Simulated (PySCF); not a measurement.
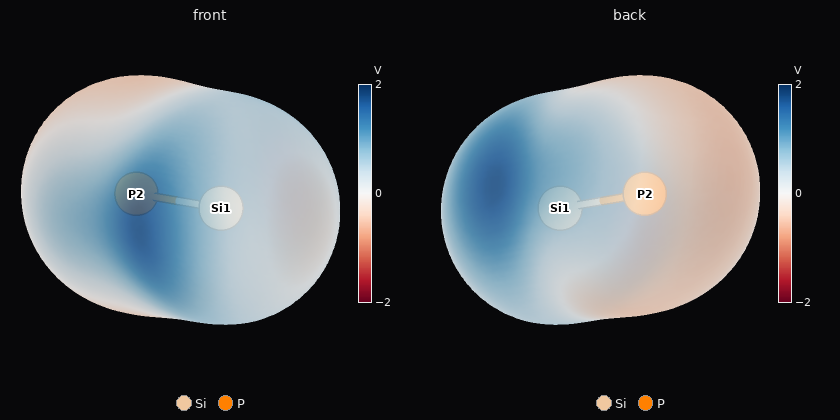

Figure 1: SiP (doublet). The molecular electrostatic potential painted on the density surface at 0.002 e/bohr³, seen from the front and from behind; red is negative and blue positive.

All numbers below come from PySCF, PBE0/def2-SVP, non-relativistic Hamiltonian with scalar-relativistic core potentials where named, at a bond length of 2.081 Å.

```yaml
atoms:
  - { symbol: Si, position_ang: [0.0000, 0.0000, -1.0934] }
  - { symbol: P, position_ang: [0.0000, 0.0000, 0.9876] }
```

> Where is the surface potential most negative and most positive?

The most negative region (about −0.5 V) lies over P2, the most positive (about +1.7 V) over Si1.
